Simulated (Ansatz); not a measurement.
```
Sr W
1.0
     5.84574    0.00000    0.00000
     0.00000    5.84574    0.00000
     0.00000    0.00000    5.84574
Sr W
3 4
Direct
  0.50000 0.50000 0.00000
  0.00000 0.50000 0.50000
  0.50000 0.00000 0.50000
  0.50000 0.50000 0.50000
  0.50000 0.00000 0.00000
  0.00000 0.50000 0.00000
  0.00000 0.00000 0.50000
```

Space group Pm-3m; a structure generated by program, which may or may not match a known phase.

The calculation used DFT PBE, scalar-relativistic, plane waves, PAW in Ansatz.

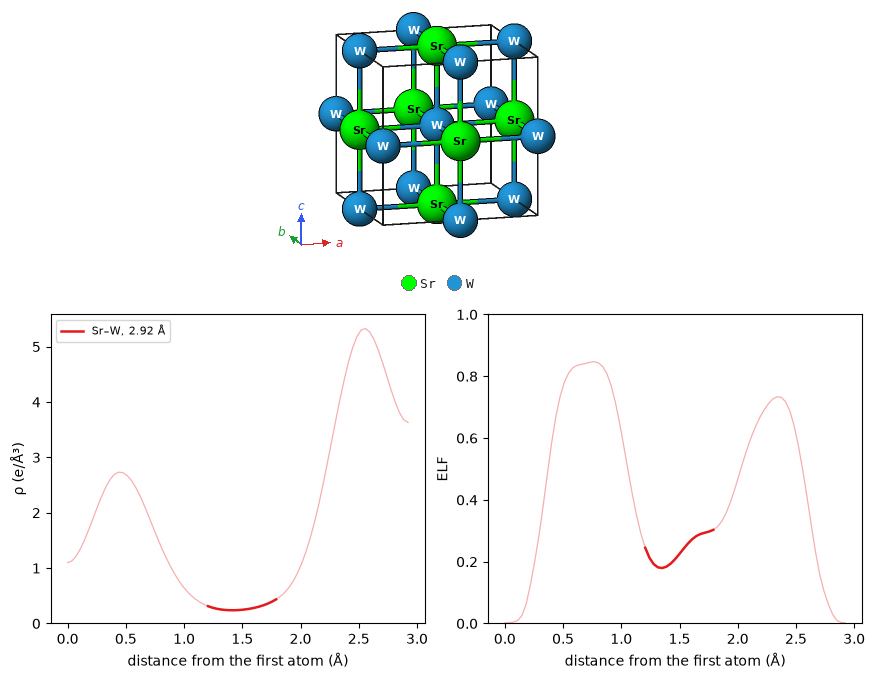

Sr3W4. Valence electron density and electron localisation function along straight lines between neighbouring atoms. Thin, pale parts lie inside the atomic spheres. The structure is drawn too.

Core electrons are frozen (PAW), and the valence fields are smoothed inside the atomic spheres.

**What can be read from the curves?**

Sr–W (2.92 Å): the density is about 0.24 e/Å³ at the midpoint; the ELF is about 0.20 at the midpoint (no shared electron pair shows on this line).
